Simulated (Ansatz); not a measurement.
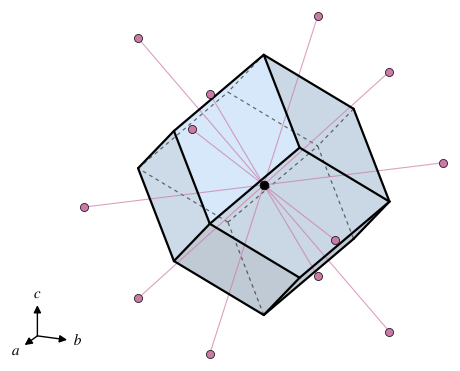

For HfO2, coordinates from a relaxation with Ansatz 0.2.0, DFT PBE, scalar-relativistic, plane waves, PAW; the starting structure was generated, so it need not be a known form of this composition: the Wigner–Seitz cell of the crystal's lattice, with lines to the lattice points that define its faces. Symmetry computed with spglib at a tolerance of 0.002 Å; standard conventional cell.

a = 5.097 Å, b = 5.097 Å, c = 5.097 Å, α = 90.00°, β = 90.00°, γ = 90.00°; lattice centring F.

Q: What is the cell's combinatorial type?

A: A rhombic dodecahedron: 12 faces (12 with 4 edges), 24 edges, 14 vertices. Its volume is that of the primitive cell, 33.1 Å³.

Q: Which lattice vectors do the faces bisect?

A:
| example | length (Å) | faces | edges of each | area (Å²) |
| --- | --- | --- | --- | --- |
| 1/2 a + 1/2 b | 3.60 | 12 | 4 | 4.6 |
